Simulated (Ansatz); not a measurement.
**Fields on a plane of TaN (rock salt)**

```yaml
crystal:
  lattice:
    - [0.00000, 2.19815, 2.19815]
    - [2.19815, 0.00000, 2.19815]
    - [2.19815, 2.19815, 0.00000]
  atoms:
    - { symbol: N, position: [0.00000, 0.00000, 0.00000] }
    - { symbol: Ta, position: [0.50000, 0.50000, 0.50000] }
```

The slice is a {111} plane (indices of the conventional cell) through the point (0.500, 0.500, 0.500) (fractional), spanned by u = [100] and v = [-1 2 0] in vectors of this cell: u (3.11 Å) and v (5.38 Å, at 90° to u). It covers one period; positions are fractions (u, v).

Atoms on it: Ta at (0.00, 0.00); Ta at (0.50, 0.50).

Method: r2SCAN (plane waves to 500 eV, PAW, scalar-relativistic; Ansatz, a program for electronic structure). k mesh 18×18×18. Inside the PAW spheres the values are not all-electron values, and peaks at nuclei hang on which shells count as valence. Spin-orbit coupling is left out, though Ta is heavy. TaN is run without spin polarisation. TaN was relaxed with its symmetry unable to fall. This is a high-temperature form of TaN.

```
|xx970010079x|
|998301210389|
|762002220026|
|000012221000|
|000100000100|
|221000000012|
|220026762002|
|210389998301|
|10079xxx9700|
|10189xxx9810|
|10079xxx9700|
|210389998301|
|220026762002|
|221000000012|
|000100000100|
|000012221000|
|762002220026|
|998301210389|
|xx970010079x|
|xx981010189x|
```
Scale: ten equal steps from 0.14 (start of '0') to 0.75 (end of '9'), in the order '0123456789'. Values: electron localisation function (ELF). The map has 12 points along u (one character each, u = 0 at the left) and 20 along v (v = 0 in the bottom row). Points within 0.4 Å of a nucleus are blanked (x), as the pseudised field means little there.

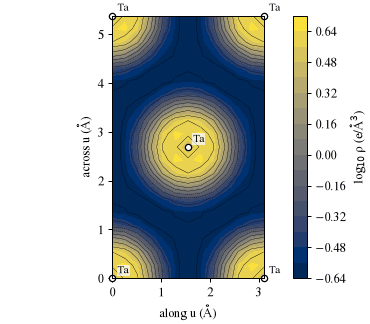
Figure: Log₁₀ of the valence density in e/Å³, one period of the plane, atoms marked. The scale is logarithmic, as a density can span decades between atoms and voids.
